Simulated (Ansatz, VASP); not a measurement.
# Bi2Se3 (Paraguanajuatite) in two plane-wave programs, part 2 of 2

One calculation is typed for both programs; each brings its own data sets. How far apart do they land? The cell is taken from a series of VASP runs on this material, whose earlier steps may have relaxed, scaled or displaced it; both programs get it as it stands. Valence electrons are named where the data sets of a main pair hold unlike numbers.

VASP 6.6.1 and Ansatz 0.2.0.

So far. Step 2 (Ansatz: single point, r2SCAN): The run ends at a pressure of 0.03 GPa, with forces up to 0.023 eV/Å. Step 3 (VASP: single point, r2SCAN): The run ends at a pressure of -0.01 GPa, with forces up to 0.0086 eV/Å.

**5. VASP: band structure, r2SCAN**

Level of this step: r2SCAN; plane waves and PAW (Bi_d, Se) (VASP).

The same path points are solved in both programs, so levels can be compared one by one.

The input, INCAR:

```
SYSTEM = Bi2Se3
PREC = Accurate
ENCUT = 400
EDIFF = 1E-06
NELM = 100
ISMEAR = 0
SIGMA = 0.05
LREAL = .FALSE.
ALGO = Normal
METAGGA = R2SCAN
LASPH = .TRUE.
NBANDS = 39
LORBIT = 11
LWAVE = .FALSE.
LCHARG = .FALSE.
KPAR = 4
```

The input, POSCAR:

```
Bi2Se3
1.0
    2.0815535032      1.2017854754      9.9825010735
   -2.0815535032      1.2017854754      9.9825010735
    0.0000000000     -2.4035709509      9.9825010735
Bi Se
2 3
Direct
    0.3981265378      0.3981265378      0.3981265378
    0.6018734622      0.6018734622      0.6018734622
    0.0000000000      0.0000000000      0.0000000000
    0.2167314190      0.2167314190      0.2167314190
    0.7832685810      0.7832685810      0.7832685810
```

The input, KPOINTS:

```
Automatic mesh
0
Gamma
6 6 6
0 0 0
```

The input, KPOINTS_OPT:

```
Line mode
16
Line-mode
Reciprocal
  0.00000000   0.00000000   0.00000000 GAMMA
  0.50000000   0.00000000   0.00000000 L

  0.50000000   0.00000000   0.00000000 L
  0.50000000   0.17632904  -0.17632904 B1

  0.82367096   0.50000000   0.17632904 B
  0.50000000   0.50000000   0.50000000 Z

  0.50000000   0.50000000   0.50000000 Z
  0.00000000   0.00000000   0.00000000 GAMMA

  0.00000000   0.00000000   0.00000000 GAMMA
  0.33816452   0.00000000  -0.33816452 X

  0.66183548   0.33816452   0.00000000 Q
  0.50000000   0.50000000   0.00000000 F

  0.50000000   0.50000000   0.00000000 F
  0.66183548   0.66183548   0.17632904 P1

  0.66183548   0.66183548   0.17632904 P1
  0.50000000   0.50000000   0.50000000 Z

  0.50000000   0.00000000   0.00000000 L
  0.82367096   0.33816452   0.33816452 P
```

The projector-augmented-wave data sets are Bi_d and Se (PBE family, release 64).

Launch:

```
mpirun -np 4 vasp_std
```

Numbers of over 12 decimals in the logs are rounded to 6 here.

The log of the run:

```text
[banner, memory and clock lines left out]
running    4 mpi-ranks, on    1 nodes
[...]
[... a notice as in an earlier step ...]

 LDA part: xc-table for (None), standard interpolation
 POSCAR, INCAR and KPOINTS ok, starting setup
[...]
entering main loop
       N       E                     dE             d eps       ncg     rms          rms(c)
DAV:   1     0.279500197762E+03    0.27950E+03   -0.19634E+04  2496   0.107E+03
DAV:   2    -0.123636629401E+03   -0.40314E+03   -0.38004E+03  2575   0.314E+02
DAV:   3    -0.171178173680E+03   -0.47542E+02   -0.46071E+02  3073   0.123E+02
DAV:   4    -0.173066163050E+03   -0.18880E+01   -0.18801E+01  3058   0.271E+01
[...]
DAV:  12    -0.162066783249E+03   -0.39732E-04   -0.69238E-05  3494   0.408E-02    0.179E-02
DAV:  13    -0.162066785889E+03   -0.26397E-05   -0.13695E-05  3140   0.296E-02    0.394E-03
DAV:  14    -0.162066786109E+03   -0.22050E-06   -0.61766E-07  1893   0.564E-03
   1 F= -.16206679E+03 E0= -.16206679E+03  d E =-.506014E-19
 Start KPOINTS_OPT (optional k-point list driver)
k-point batch [1-32\144]
       N       E                     dE             ncg
DAV:   1     0.614064776504E+03   -0.29542E+05     2503
DAV:   2    -0.125600554812E+05   -0.13174E+05     2598
DAV:   3    -0.141782536966E+05   -0.16182E+04     3077
DAV:   4    -0.142428119486E+05   -0.64558E+02     2955
DAV:   5    -0.142454010611E+05   -0.25891E+01     3483
DAV:   6    -0.142454548440E+05   -0.53783E-01     3285
DAV:   7    -0.142454560853E+05   -0.12413E-02     3535
DAV:   8    -0.142454561088E+05   -0.23503E-04     3261
DAV:   9    -0.142454561092E+05   -0.38400E-06     1863
[...]
k-point batch [129-144\144]
       N       E                     dE             ncg
DAV:   1     0.100775308963E+05   -0.19600E+05     1248
DAV:   2     0.356415399611E+04   -0.65134E+04     1336
DAV:   3     0.280800699936E+04   -0.75615E+03     1511
DAV:   4     0.278019333174E+04   -0.27814E+02     1496
DAV:   5     0.277898864766E+04   -0.12047E+01     1825
DAV:   6     0.277896561393E+04   -0.23034E-01     1643
DAV:   7     0.277896501377E+04   -0.60015E-03     1833
DAV:   8     0.277896500296E+04   -0.10812E-04     1574
DAV:   9     0.277896500275E+04   -0.21280E-06      953
```

From OUTCAR (step 5):

```text
  Total       -0.0173584     -0.0173584      0.0211836      0.0000000     -0.0000000      0.0000000
  in kB       -0.1856164     -0.1856164      0.2265195      0.0000000     -0.0000000      0.0000000
  external PRESSURE =      -0.0482378 kB  Pullay stress =       0.0000000 kB

 POSITION                                       TOTAL-FORCE (eV/Angst)
 -----------------------------------------------------------------------------------
      0.00000     -0.00000     11.92290         0.000000      0.000000     -0.002958
      0.00000     -0.00000     18.02461         0.000000     -0.000000      0.002958
      0.00000      0.00000      0.00000        -0.000000     -0.000000     -0.000000
      0.00000     -0.00000      6.49056         0.000000     -0.000000      0.008457
      0.00000     -0.00000     23.45694         0.000000      0.000000     -0.008457
 -----------------------------------------------------------------------------------
    total drift:                               -0.000000     -0.000000      0.000000

  FREE ENERGIE OF THE ION-ELECTRON SYSTEM (eV)
  ---------------------------------------------------
  free  energy   TOTEN  =      -162.0667861091 eV

  energy  without entropy=     -162.0667861091  energy(sigma->0) =     -162.06678611

[... 1 part as in an earlier step ...]

[... 2 further parts left out ...]
[key lines of the parts left out:]
E-fermi :   4.2443
```

Spin-orbit coupling is off here; with elements this heavy it splits and shifts levels by tenths of an eV or more.

**6. Ansatz: band structure, r2SCAN**

The same cell, functional, mesh and smearing now go to Ansatz, which takes its cutoff from its data sets.

The cell is taken from a series of VASP runs on this material, whose earlier steps may have relaxed, scaled or displaced it; both programs get it as it stands.

The input, input.yaml:

```yaml
crystal:
  lattice:
    - [2.0815535032, 1.2017854754, 9.9825010735]
    - [-2.0815535032, 1.2017854754, 9.9825010735]
    - [0.0, -2.4035709509, 9.9825010735]
  atoms:
    - { symbol: Bi, position: [0.3981265378, 0.3981265378, 0.3981265378] }
    - { symbol: Bi, position: [0.6018734622, 0.6018734622, 0.6018734622] }
    - { symbol: Se, position: [0.0, 0.0, 0.0] }
    - { symbol: Se, position: [0.216731419, 0.216731419, 0.216731419] }
    - { symbol: Se, position: [0.783268581, 0.783268581, 0.783268581] }
hamiltonian:
  xc: r2scan
  pseudopotentials: { kind: paw }
kpoints:
  mp_grid: { grid: [6, 6, 6] }
  band_path:
    path:
      - [0.0, 0.0, 0.0]
      - [0.13333, 0.0, 0.0]
      - [0.3, 0.0, 0.0]
      - [0.46667, 0.0, 0.0]
      - [0.5, 0.03527, -0.03527]
      - [0.5, 0.09404, -0.09404]
      - [0.5, 0.15282, -0.15282]
      - [0.78051, 0.5, 0.21949]
      - [0.67262, 0.5, 0.32738]
      - [0.56473, 0.5, 0.43527]
      - [0.46667, 0.46667, 0.46667]
      - [0.3, 0.3, 0.3]
      - [0.13333, 0.13333, 0.13333]
      - [0.0, 0.0, 0.0]
      - [0.11272, 0.0, -0.11272]
      - [0.2029, 0.0, -0.2029]
      - [0.31562, 0.0, -0.31562]
      - [0.62947, 0.37053, 0.0]
      - [0.57552, 0.42448, 0.0]
      - [0.52158, 0.47842, 0.0]
      - [0.52158, 0.52158, 0.02351]
      - [0.57552, 0.57552, 0.08229]
      - [0.62947, 0.62947, 0.14106]
      - [0.65105, 0.65105, 0.19791]
      - [0.5971, 0.5971, 0.3058]
      - [0.54316, 0.54316, 0.41369]
      - [0.5, 0.0, 0.0]
      - [0.60789, 0.11272, 0.11272]
      - [0.71578, 0.22544, 0.22544]
      - [0.82367, 0.33816, 0.33816]
    npoints: 1
scf:
  occupations: { method: gaussian, width: 0.05 }
  n_extra_bands: 8
output:
  forces: true
  stress: true
  eigenvalues: true
```

Launch:

```
ansatz run input.yaml --threads 2 --pin off --max-ram 4608MiB --backend cpu --events-out ev --progress --plain --runs-dir out
```

The log of the run:

```text
[...]
Crystal: 5 atoms, lattice volume = 149.832 Å³
Basis set: ecut = 500 eV, 3835 PW (Γ), FFT grids on a1−a3, a2−a3, a3, exchange–correlation on 128×128×300 points (64 copies of the dense FFT grid, shifted against one another)
Bands: 47, of which v1, the nominal top of the filled ones, is band 39 counted from 1 (38 counted from 0)
Symmetry: 12 space group operations
[...]
k-point 0: bands = [... 35 lower, 6.2425, 6.7755, 6.7755, 7.8480, 8.6168, 9.7423, 9.7423, 10.4244, ... 4 higher]
  k-point 1: bands = [... 35 lower, 6.7028, 6.7510, 7.0349, 7.3361, 9.5588, 10.1062, 10.2770, 10.5329, ... 4 higher]
  k-point 2: bands = [... 35 lower, 5.8054, 6.5708, 6.7400, 7.3996, 9.3729, 10.4432, 10.6939, 11.3419, ... 4 higher]
  k-point 31: bands = [... 35 lower, 6.6855, 6.6908, 6.6908, 7.5468, 8.7961, 9.8985, 9.8985, 10.3851, ... 4 higher]
[key lines of the parts left out:]
SCF converged after 7 iterations
Free energy (F): -41258.644955 eV
Fermi energy:    8.232386 eV
P = ⅓ Tr σ = 0.0264 GPa (0.264 kbar)
```

Elapsed: 37 s, on 2 threads of Arm Neoverse N1, shared host; peak memory 0.83 GiB; 74 s of CPU time.

**7. Differences**

What differs besides the data sets and the points named for the pairs above, as far as they apply: the data sets hold 78 valence electrons in Ansatz (on its default PAW (the set named soft_2) files) and 48 in VASP. Total energies have different zeros and are not compared.

Both answers:

```csv
quantity,Ansatz,VASP,difference
pressure (GPa),0.03,0.00,+0.03
gap over the path points (eV),0.769,0.765,+0.003
```

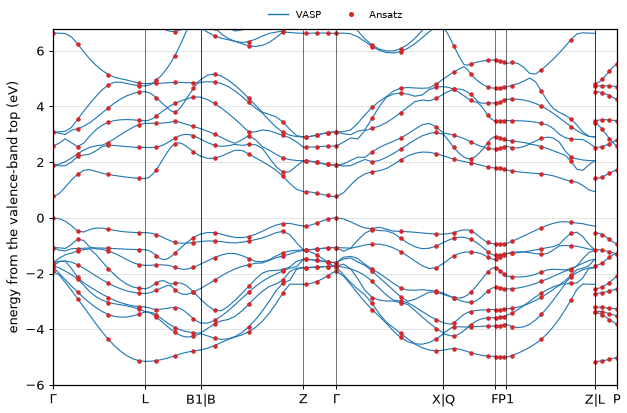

Bands from VASP (lines) and levels from Ansatz (dots). Dots without a line are higher empty bands that the VASP plot leaves out.

Levels at points of the path, from each program's valence-band top (eV; 4 filled, then empty):

| k (reciprocal lattice) | Ansatz | VASP |
| --- | --- | --- |
| 0.000 0.000 0.000 | -1.61 -1.07 -1.07 0.00 0.77 1.89 1.89 | -1.60 -1.07 -1.07 0.00 0.77 1.90 1.90 |
| 0.133 0.000 0.000 | -1.20 -1.11 -0.77 -0.47 1.57 2.21 2.29 | -1.19 -1.10 -0.77 -0.47 1.57 2.21 2.29 |
| 0.300 0.000 0.000 | -1.82 -1.19 -1.10 -0.41 1.56 2.61 2.70 | -1.82 -1.19 -1.09 -0.40 1.56 2.61 2.70 |
| 0.467 0.000 0.000 | -2.54 -1.69 -1.15 -0.53 1.42 2.53 3.35 | -2.53 -1.68 -1.14 -0.53 1.42 2.53 3.35 |
| 0.500 0.035 -0.035 | -2.34 -1.70 -1.36 -0.60 1.73 2.54 3.40 | -2.34 -1.69 -1.35 -0.60 1.73 2.54 3.40 |
| 0.500 0.094 -0.094 | -2.35 -1.78 -1.28 -0.88 2.67 2.86 3.47 | -2.35 -1.77 -1.27 -0.88 2.67 2.86 3.46 |
| 0.500 0.153 -0.153 | -2.67 -1.78 -0.89 -0.71 2.37 2.95 3.29 | -2.66 -1.77 -0.88 -0.71 2.38 2.95 3.28 |
| 0.781 0.500 0.219 | -2.24 -1.43 -0.84 -0.54 2.14 2.61 3.01 | -2.23 -1.43 -0.83 -0.53 2.14 2.61 3.01 |
| 0.673 0.500 0.327 | -1.69 -1.47 -0.84 -0.67 2.30 2.63 2.95 | -1.68 -1.46 -0.83 -0.67 2.30 2.63 2.95 |
| 0.565 0.500 0.435 | -1.37 -1.26 -0.48 -0.20 1.50 1.64 2.16 | -1.36 -1.26 -0.48 -0.20 1.49 1.64 2.16 |

At this near-relaxed geometry the largest component of a force difference is 14 meV/Å. Among the levels compared at these points, filled levels agree within 8 meV and empty ones within 5 meV. Ansatz's pressure holds a Pulay correction of 0.01 GPa; VASP's holds none.

**8. What came out**

| Item | Value |
| --- | --- |
| difference in gap on the k mesh (single point, r2SCAN) | 0.0033 eV |
| r.m.s. force difference (single point, r2SCAN) | 6.9 meV/Å |
| largest difference of a filled level at the path points (band structure, r2SCAN) | 8.3 meV |
| r.m.s. force difference (band structure, r2SCAN) | 6.9 meV/Å |

The r.m.s. force difference is 6.9 meV/Å (band structure, r2SCAN), within the 12 meV/Å picked in this series as the mark of a large difference. The data sets hold unlike numbers of valence electrons (78 in Ansatz and 48 in VASP), so part of the differences comes from the potentials. How closely two codes agree says nothing of how well the functional describes the real material.

[Lines on the potential files, build, host, timing and source positions are cut from VASP's logs without a mark.]

[Logs are printed without paths, hosts, clocks, repeated set-up lines and the standing remarks that a program may print on its own settings, such as how far it seeks lower states.]

[Hosts, paths, dates, database ids (printed as entryN), source tags and the programs' standing remarks are cut or masked in the printed files.]
